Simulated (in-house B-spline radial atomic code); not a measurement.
**Many-body perturbation calculation for Cs⁺**

- system: Cs⁺, core [Kr] 4d10 5s2 5p6.
- method: relativistic RPA (time-dependent Dirac-Hartree-Fock) and second-order many-body perturbation theory, no-pair Dirac-Coulomb, closed shell, B-spline basis (in-house B-spline radial atomic code)

Key numbers:

```tsv
quantity	value
outcome	converged
hardware	1 CPU thread, shared host
wall time	18 s
```

The input:
```
basis_form = 2
Z = 55
core_configuration = [Kr] 4d10 5s2 5p6
rms_radius = 4.8041
mass_number = 133
speed_of_light = 137.035999084
box_radius = 25.846
lmax = 7
intervals = 65
virtual_cutoff = 75625.0
```

Launched within a batch (the task file carries these settings):
```bash
python <driver script> task.json out
```

The program writes its results to a structured record and prints no log; tables and figures of this report are taken from that record.

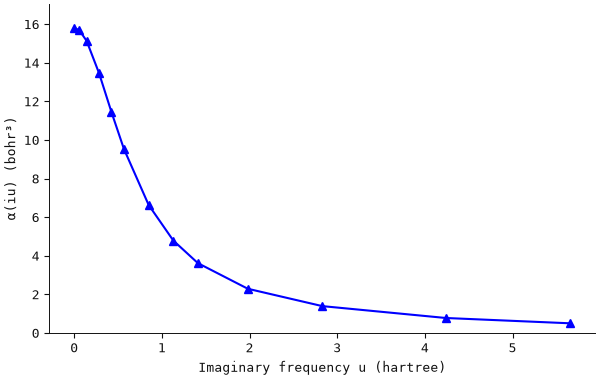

*Dipole polarisability at imaginary frequency of Cs⁺ (caesium, Z = 55), [Kr] 4d¹⁰ 5s² 5p⁶. Relativistic RPA on Dirac–Hartree–Fock, no-pair Dirac–Coulomb, finite nucleus, computed with a B-spline radial code.*

The static dipole polarisability is 15.8 bohr³; α(iu) falls to half of it near u = 0.71 hartree. The Casimir–Polder integral gives C₆ = 137 hartree bohr⁶ for two such species.
